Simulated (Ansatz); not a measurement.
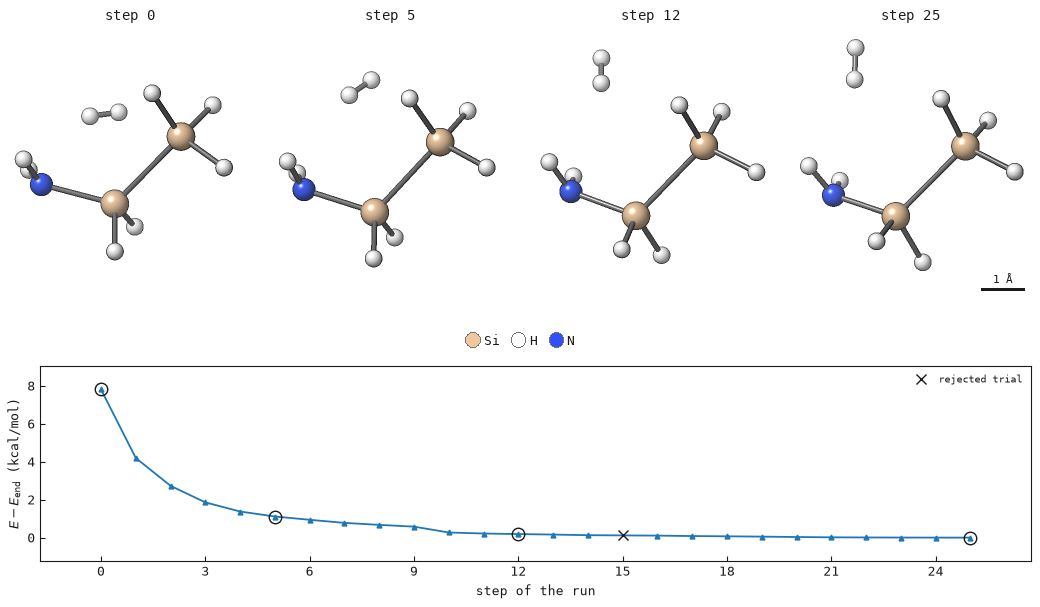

Frames of a relaxation of Si$_{2}$NH$_{9}$, marked on the history of the run. The picture is a ball-and-stick view, seen at a tilt.

The run prepares an end point of a later path (reaction) calculation, from a guessed geometry.

Theory: RKS PBE/cc-pVDZ (Ansatz).

The input:
```yaml
crystal:
  periodic: [false, false, false]
  atoms:
    - { symbol: Si, position_ang: [-0.623258, 0.301074, -0.60964] }
    - { symbol: H, position_ang: [0.301392, 0.872576, 1.831299] }
    - { symbol: Si, position_ang: [1.688898, -0.243315, -0.433765] }
    - { symbol: H, position_ang: [1.880627, -1.634538, 0.130305] }
    - { symbol: H, position_ang: [2.290474, -0.219213, -1.821148] }
    - { symbol: H, position_ang: [2.476243, 0.722908, 0.42217] }
    - { symbol: H, position_ang: [-0.814282, 1.793156, -0.49706] }
    - { symbol: H, position_ang: [-1.023532, -0.131167, -2.00383] }
    - { symbol: "N", position_ang: [-1.824625, -0.457911, 0.500228] }
    - { symbol: H, position_ang: [-1.690843, -1.449291, 0.728169] }
    - { symbol: H, position_ang: [-2.070455, 0.041514, 1.362552] }
    - { symbol: H, position_ang: [-0.247539, 0.404206, 1.888321] }
basis:
  gaussian: { orbitals: cc-pVDZ }
hamiltonian:
  xc: pbe
relax:
  f_tol: 0.03
  max_steps: 50
```

Launched with:
```bash
ansatz run input.yaml --threads 2 --pin off --max-ram 3072MiB --backend cpu --events-out ev --progress --plain --runs-dir out
```

What happens along the run?

Answer. The energy falls by 7.81 kcal/mol in 24 accepted moves (25 points after the start). Largest force component: 1.5 eV/Å at the start, 0.014 eV/Å at the end. The line search rejected the trial step at point 15 of the run. The forces were under the threshold at step 11, but the run went on from there. The atom that moves furthest after the best rigid fit is H2 (1.86 Å). Largest moves by element: H 1.86 Å, N 0.54 Å, Si 0.40 Å. Among the contacts that change: H2–H12 0.724 → 0.770 Å, Si1–N9 1.803 → 1.779 Å, Si1–Si3 2.382 → 2.376 Å. Among the angles between lasting bonds that change: Si3–Si1–H8 105.0° → 108.2°, Si1–N9–H11 118.2° → 115.1°, Si1–Si3–H6 113.7° → 111.2°. Groups turn about Si1–Si3 by about 30°, Si1–N9 by about 25°. Cost: 49 s on 2 threads of Intel(R) Xeon(R) Platinum 8175M CPU @ 2.50GHz (Skylake/Cascade Lake), on a shared host, peak memory 0.15 GiB. From step 0 to 5: H2 moves most (0.95 Å), energy −6.70 kcal/mol. From step 5 to 12: H2 moves most (0.81 Å), energy −0.93 kcal/mol. From step 12 to 25: H2 moves most (0.70 Å), energy −0.19 kcal/mol.

| step | E − E(0), kcal/mol | largest force component, eV/Å | note |
| --- | --- | --- | --- |
| 0 | 0.00 | 1.5267 |  |
| 1 | -3.61 | 0.2096 |  |
| 2 | -5.08 | 0.1857 |  |
| 3 | -5.95 | 0.0867 |  |
| 4 | -6.43 | 0.0564 |  |
| 5 | -6.70 | 0.1513 |  |
| 6 | -6.87 | 0.2142 |  |
| 7 | -7.03 | 0.2122 |  |
| 8 | -7.14 | 0.3008 |  |
| 9 | -7.23 | 0.4081 |  |
| 10 | -7.54 | 0.1161 |  |
| 11 | -7.59 | 0.0231 |  |
| 12 | -7.62 | 0.0981 |  |
| 13 | -7.65 | 0.0804 |  |
| 14 | -7.68 | 0.0848 |  |
| 15 | -7.66 | 0.1370 | rejected |
| 16 | -7.70 | 0.0347 |  |
| 17 | -7.73 | 0.0415 |  |
| 18 | -7.74 | 0.1419 |  |
| 19 | -7.76 | 0.0843 |  |
| 20 | -7.78 | 0.0102 |  |
| 21 | -7.79 | 0.0471 |  |
| 22 | -7.80 | 0.0824 |  |
| 23 | -7.80 | 0.0394 |  |
| 24 | -7.81 | 0.0042 |  |
| 25 | -7.81 | 0.0144 |  |
